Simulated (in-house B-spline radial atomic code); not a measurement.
# As²⁺: a test of the Gauss points an interval

Aim: see how the result and the number of iterations for As²⁺ depend on the Gauss points an interval.

The numbers are computed with in-house B-spline radial atomic code version 1 (Dirac-Hartree-Fock, average of configuration, Fermi nucleus, basis-set limit), except any that are marked as measured or tabulated.

### 1 Starting point

| Item | Value |
| --- | --- |
| element | arsenic (Z = 33) |
| charge | +2 |
| electrons | 31 |
| configuration | [Ar] 3d10 4s2 4p1 |
| Hamiltonian | Dirac-Coulomb |
| nucleus | Fermi, rms radius 4.097 fm |

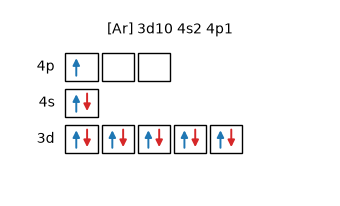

Occupation of the outer shells (arrows by Hund's rule).

The boxes draw the filling by Hund's rule, which heavy ions in jj coupling don't follow; these runs average over all states of the configuration.

A run counts as converged when the orbital gradient is under the tolerance times 33 hartree (or under the basis's noise floor) and the energy moved by less than 1e-8 hartree times the root of its size. Energy differences under 7e-06 hartree are noise.

Settings, as recorded:

```ini
Z = 33
electrons = 31.0
configuration = [Ar] 3d10 4s2 4p1
hamiltonian = dirac
method = hf
spin_polarised = False
nucleus = fermi
rms_radius = 4.0968
mass_number = 75
atomic_mass = 74.921594562
speed_of_light = 137.035999084
knot_spacing = 0.22
spline_order = 8
gauss_points = 12
box_radius = 22.22
max_iterations = 70
damping = 0.5
damped_steps = 3
diis_vectors = 10
tolerance = 1e-08
start = Thomas-Fermi
```

From the earlier run of the reference: total energy -2258.498722 hartree. Levels, eight at most:

| orbital | occupation | energy (eV) | <r> (bohr) |
| --- | --- | --- | --- |
| 3s1/2 | 2 | -246.99 | 0.5953 |
| 3p1/2 | 2 | -186.71 | 0.6093 |
| 3p3/2 | 4 | -181.38 | 0.6191 |
| 3d3/2 | 4 | -78.407 | 0.6648 |
| 3d5/2 | 6 | -77.606 | 0.6693 |
| 4s1/2 | 2 | -37.544 | 1.849 |
| 4p1/2 | 0.333333 | -27.826 | 2.153 |
| 4p3/2 | 0.666667 | -27.459 | 2.179 |

### 2 Gauss points an interval 3

Settings, as recorded:

```ini
Z = 33
electrons = 31.0
configuration = [Ar] 3d10 4s2 4p1
hamiltonian = dirac
method = hf
spin_polarised = False
nucleus = fermi
rms_radius = 4.0968
mass_number = 75
atomic_mass = 74.921594562
speed_of_light = 137.035999084
knot_spacing = 0.22
spline_order = 8
gauss_points = 3
box_radius = 22.22
max_iterations = 70
damping = 0.5
damped_steps = 3
diis_vectors = 10
tolerance = 1e-08
start = Thomas-Fermi
```

Started as:

```console
> python run_scf.py task.json out
```

One command runs all members of the session, one after another, from task.json.

### 3 Gauss points an interval 4

Settings: those of step 2 with these lines changed.

```diff
@@ -13,3 +13,3 @@
 spline_order = 8
-gauss_points = 3
+gauss_points = 4
 box_radius = 22.22
```

### 4 Gauss points an interval 5

Settings: those of step 3 with these lines changed.

```diff
@@ -13,3 +13,3 @@
 spline_order = 8
-gauss_points = 4
+gauss_points = 5
 box_radius = 22.22
```

### 5 Gauss points an interval 6

Settings: those of step 4 with these lines changed.

```diff
@@ -13,3 +13,3 @@
 spline_order = 8
-gauss_points = 5
+gauss_points = 6
 box_radius = 22.22
```

### 6 Gauss points an interval 8

Settings: those of step 5 with these lines changed.

```diff
@@ -13,3 +13,3 @@
 spline_order = 8
-gauss_points = 6
+gauss_points = 8
 box_radius = 22.22
```

### 7 Gauss points an interval 16

Settings: those of step 6 with these lines changed.

```diff
@@ -13,3 +13,3 @@
 spline_order = 8
-gauss_points = 8
+gauss_points = 16
 box_radius = 22.22
```

Q: Which of these runs converge to the reference energy, which miss it and by about how much, and which fail?

The runs gave:

| run | outcome | iterations | energy less the reference (hartree) |
| --- | --- | --- | --- |
| reference | converged | 10 | 0 |
| Gauss points an interval 3 | converged | 9 | +5.93e-05 |
| Gauss points an interval 4 | converged | 10 | below noise |
| Gauss points an interval 5 | converged | 10 | below noise |
| Gauss points an interval 6 | converged | 10 | below noise |
| Gauss points an interval 8 | converged | 10 | below noise |
| Gauss points an interval 16 | converged | 10 | below noise |

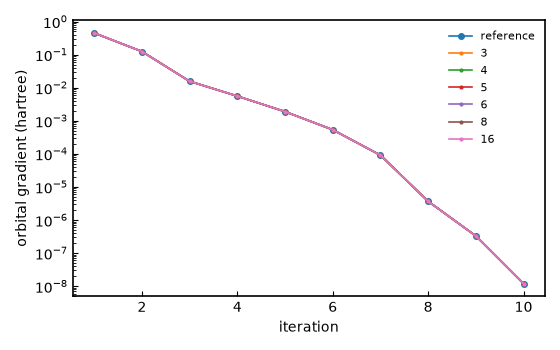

Orbital gradient by iteration, labelled by the Gauss points an interval.

**Reading.** Of 6 changed inputs, 5 gave the reference energy within 1e-05 hartree and 1 converged to another value. The worst converged miss is +5.93e-05 hartree (Gauss points an interval 3): the integrals are too coarse.
